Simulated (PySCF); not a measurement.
# [P2H3]− (SMILES [PH-]P): wB97X-V/STO-6G

Aim: the vertical singlet–triplet gap of [P2H3]− at wB97X-V/STO-6G, from 2 runs. Input form: a Python script.

Program for the calculation: PySCF 2.14.0.

19 further runs of the same task are left out: 6 that didn't finish, 13 set aside as unsound or not needed.

### Step 1. The system as given

[P2H3]− has 5 atoms, charge -1, and is taken as a singlet. SMILES: `[PH-]P`. The coordinates come from a GFN2-xTB relaxation. This is one conformer, not always the lowest.

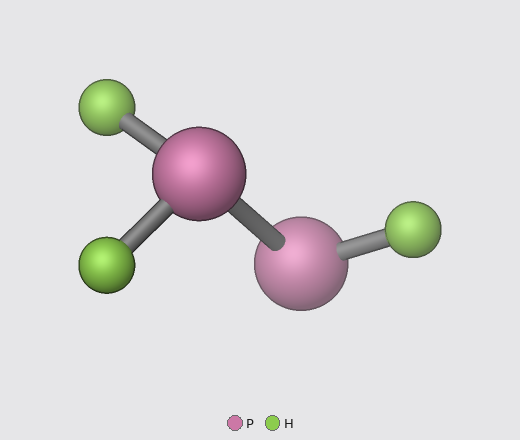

The structure, seen from a chosen angle (phosphorus pink, hydrogen green).

### Step 2. The energy at wB97X-V/STO-6G

Input file job.py:

```python
from pyscf import gto, dft

mol = gto.M(
    atom='''
P    0.790170  -1.109400   0.143810
P   -0.477530   0.546260   0.076070
H    0.279530  -1.462550   1.364400
H   -0.983870   0.470170  -1.228180
H    0.391690   1.555520  -0.356110
''',
    verbose=4,
    charge=-1,
    max_memory=1860,
    spin=0,
    basis='sto-6g',
)

ks = dft.RKS(mol)
ks.xc = 'wb97x-v'
ks.grids.level = 5
ks.conv_tol = 1e-10
ks.nlcgrids.level = 1
ks.kernel()
if not ks.converged:
    ks = ks.newton().run(ks.mo_coeff, ks.mo_occ)

etot = ks.e_tot
print('Final energy', etot)
```

Launch:

```console
OMP_NUM_THREADS=1 python job.py
```

Standard output:

```text
PySCF version 2.14.0

[... 82 lines left out ...]
converged SCF energy = -681.750727776603
Final energy -681.7507277766031
```

Run time: 27 s. Hardware: 1 thread of Arm Neoverse V1, shared host; peak memory 0.2 GiB.

### Step 3. The triplet at the same level

Input file input.py:

```python
from pyscf import gto, dft

mol = gto.Mole()
mol.atom = '''
P        0.790170      -1.109400       0.143810
P       -0.477530       0.546260       0.076070
H        0.279530      -1.462550       1.364400
H       -0.983870       0.470170      -1.228180
H        0.391690       1.555520      -0.356110
'''
mol.spin = 2
mol.basis = 'sto-6g'
mol.verbose = 3
mol.max_memory = 1860
mol.charge = -1
mol.build()

mf = dft.UKS(mol, xc='wb97x-v')
mf.grids.level = 5
mf.conv_tol = 1e-10
mf.nlcgrids.level = 1
mf.kernel()
if not mf.converged:
    mf = mf.newton().run(mf.mo_coeff, mf.mo_occ)

etot = mf.e_tot
print('Final energy', etot)
```

Launch:

```console
OMP_NUM_THREADS=1 python input.py
```

Standard output:

```text
WARN: HOMO 0.201812875617067 >= LUMO -0.142227346401779

converged SCF energy = -681.530519267036  <S^2> = 2.0030727  2S+1 = 3.0020477
Final energy -681.5305192670362
```

It took 32 s on 1 thread of Arm Neoverse V1, shared host; peak memory 0.21 GiB.

### Step 4. What came out

At wB97X-V/STO-6G:

| quantity | value |
| --- | --- |
| singlet: total energy | -681.75073 Eh |
| singlet: HOMO energy | 4.91 eV |
| singlet: LUMO energy | 17.33 eV |
| singlet: HOMO–LUMO gap (to an unbound level, set by the basis) | 12.42 eV |
| triplet: total energy | -681.53052 Eh |
| triplet: HOMO energy (highest over α and β) | 10.94 eV |
| triplet: LUMO energy (lowest over α and β) | 12.31 eV |
| triplet: ⟨S²⟩ | 2.003 |
| vertical energy of the triplet above the singlet | 5.992 eV |

What this shows: At this shape the triplet lies 5.99 eV (138 kcal/mol) above the singlet. For an anion a state so high probably lies above electron detachment. In a minimal basis such a difference can be off by several eV, whatever the method. The HOMO (singlet) lies at positive energy, 4.91 eV; only total energies tell whether the electron is bound. Mulliken charges (triplet) run from -0.25 on H3 to -0.10 on P2; they depend strongly on the basis. The HOMO (triplet) lies at positive energy, 10.94 eV; only total energies tell whether the electron is bound.
